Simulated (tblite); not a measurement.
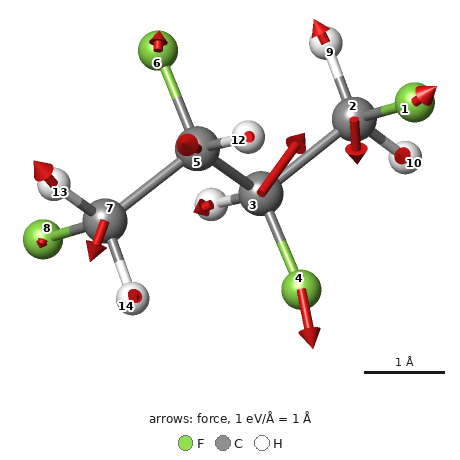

Starting geometry of C4H6F4 with the computed forces as red arrows. A ball-and-stick model, seen from a free direction.

Theory: GFN2-xTB geometry optimisation, gas phase in tblite. 

Q: What follows when this structure is relaxed?

A: It isn't relaxed: the largest force vector, on a C atom, is 1.18 eV/Å. The final displacements have little in common with the starting forces (cosine between the two patterns 0.28). The atom that moves furthest after the best rigid fit is an F atom (0.073 Å). By element the largest moves are F 0.073 Å, H 0.058 Å, C 0.030 Å. Among the contacts that change: C–C 1.508 → 1.536 Å, C–F 1.351 → 1.375 Å, C–H 1.083 → 1.094 Å, C–C 1.537 → 1.527 Å. Over 34 geometry steps the energy falls by 0.055 eV.
